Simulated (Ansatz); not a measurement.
# B3LYP/6-31G(d) (Cartesian functions) run of CH2AlNO (SMILES O=C=[N][AlH2])

Aim: the vertical electron affinity of CH2AlNO at B3LYP/6-31G* (Cartesian functions), from 2 runs. 

The calculation is run with Ansatz 0.2.0.

69 further runs of the same task are left out: 69 set aside as unsound or not needed. Runs told in other sessions of the task aren't counted.

## 1. The molecule

CH2AlNO has 6 atoms, charge 0, and is taken as a singlet. As SMILES, `O=C=[N][AlH2]`. Geometry: relaxed at PBE0-D4/def2-TZVP.

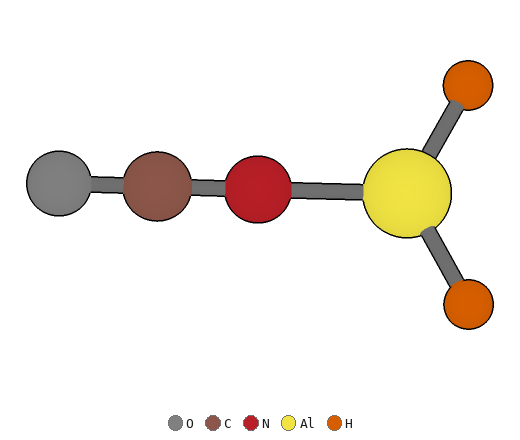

Viewed from a chosen angle; oxygen grey, carbon brown, nitrogen red, aluminium yellow, hydrogen orange.

## 2. A single-point energy at B3LYP/6-31G(d) (Cartesian functions)

in.yaml

```yaml
crystal:
  periodic: [false, false, false]
  atoms:
    - {symbol: O, position_ang: [1.702300, -2.146700, 0.966300]}
    - {symbol: C, position_ang: [1.019700, -1.287700, 0.572500]}
    - {symbol: N, position_ang: [0.319600, -0.406900, 0.168300]}
    - {symbol: Al, position_ang: [-0.716100, 0.900800, -0.422500]}
    - {symbol: H, position_ang: [-1.263800, 0.785800, -1.894800]}
    - {symbol: H, position_ang: [-1.019700, 2.090500, 0.564100]}
basis:
  gaussian:
    orbitals: "6-31G*"
hamiltonian:
  xc: {name: B3LYP}
accuracy: high
output:
  orbitals: {seedname: orbitals}
```

On the command line:

```sh
ansatz run in.yaml --threads 1 --pin off --max-ram 2610MiB --events-out events.jsonl --progress --plain --runs-dir runs
```

The log of the run:

```text
Warning: RAYON_NUM_THREADS=1 ignored (pool sized by the plan → 1); use --threads N
Functional definition: B3LYP
  name "B3LYP"
  parameter a0 = 0.2
  parameter ax = 0.72
  parameter ac = 0.81
  exchange = (1 - a0 - ax)*slater_x + ax*b88_x + a0*exact_x
  correlation = (1 - ac)*vwn_rpa_c + ac*lyp_c
1321 factors; integrals over basis functions are off by at most 3.3e-9 eV
mean field evaluation 1: about -11198.4167 eV, gradient 5.7e1 eV
mean field evaluation 2: about -11190.3000 eV, gradient 8.3e1 eV
mean field evaluation 4: about -11204.2810 eV, gradient 7.5e0 eV
mean field evaluation 8: about -11204.4648 eV, gradient 5.0e-1 eV
mean field evaluation 16: about -11204.4656 eV, gradient 3.9e-6 eV
mean field -11204.46555014 eV, -411.7565143079 hartree, gradient 2.3e-8 eV, S^2 0.000000; 0 other end points of the search recorded, 0 dependent functions left out
reference -11204.46558723 eV, -411.7565156711 hartree; 18, 18 occupied and 50, 50 virtual orbitals, 1321 factors
Total energy: -11204.46558723 eV, -411.7565156711 hartree
```

It took 3.9 s on 1 thread of Arm Neoverse V2, shared host; peak memory 0.17 GiB.

## 3. The doublet anion at the same level

input.yaml

```yaml
crystal:
  periodic: [false, false, false]
  atoms:
    - {symbol: O, position_ang: [1.702300, -2.146700, 0.966300]}
    - {symbol: C, position_ang: [1.019700, -1.287700, 0.572500]}
    - {symbol: "N", position_ang: [0.319600, -0.406900, 0.168300]}
    - {symbol: Al, position_ang: [-0.716100, 0.900800, -0.422500]}
    - {symbol: H, position_ang: [-1.263800, 0.785800, -1.894800]}
    - {symbol: H, position_ang: [-1.019700, 2.090500, 0.564100]}
basis:
  gaussian: {orbitals: "6-31G*"}
total_charge: -1
magnetization: {spin_polarized: true, initial_magnetization: 1}
hamiltonian: {xc: {name: B3LYP}}
accuracy: high
output: {orbitals: {seedname: orbitals}}
```

On the command line:

```sh
ansatz run input.yaml --threads 1 --pin off --max-ram 2610MiB --events-out events.jsonl --progress --plain --runs-dir runs
```

The log of the run (excerpt; [...] marks lines left out):

```text
Warning: RAYON_NUM_THREADS=1 ignored (pool sized by the plan → 1); use --threads N
[... 7 set-up lines as earlier in the session ...]
1321 factors; integrals over basis functions are off by at most 3.3e-9 eV
mean field evaluation 1: about -11201.1659 eV, gradient 2.7e1 eV
mean field evaluation 2: about -11189.2731 eV, gradient 6.0e1 eV
mean field evaluation 4: about -11204.2976 eV, gradient 4.5e0 eV
mean field evaluation 8: about -11204.4428 eV, gradient 1.8e-1 eV
mean field evaluation 16: about -11204.4431 eV, gradient 1.1e-4 eV
mean field -11204.44313101 eV, -411.7556904204 hartree, gradient 6.8e-8 eV, S^2 0.753391; 0 other end points of the search recorded, 0 dependent functions left out
reference -11204.44316793 eV, -411.7556917769 hartree; 19, 18 occupied and 49, 50 virtual orbitals, 1321 factors
Total energy: -11204.44316793 eV, -411.7556917769 hartree
```

It took 7.2 s on 1 thread of Arm Neoverse V2, shared host; peak memory 0.26 GiB.

## 4. Outcome

Level: B3LYP/6-31G* (Cartesian functions).

| quantity | value |
| --- | --- |
| singlet CH2AlNO: total energy | -411.75652 Eh |
| singlet CH2AlNO: HOMO energy | -7.91 eV |
| singlet CH2AlNO: LUMO energy | -1.83 eV |
| singlet CH2AlNO: HOMO–LUMO gap | 6.08 eV |
| doublet anion: total energy | -411.75569 Eh |
| doublet anion: HOMO energy (highest over α and β) | 1.95 eV |
| doublet anion: LUMO energy (lowest over α and β) | 3.95 eV |
| doublet anion: ⟨S²⟩ | 0.753 |
| vertical electron affinity (to the doublet anion) | -0.022 eV |

What this shows: The anion lies 0.02 eV (0.5 kcal/mol) above the neutral: the electron isn't bound at this level, and such a value depends on the basis. Without diffuse functions anions come out too high. The HOMO (doublet anion) lies at positive energy, 1.95 eV, from the functional's self-interaction, a short basis or an electron that isn't bound; only total energies against the neutral tell.
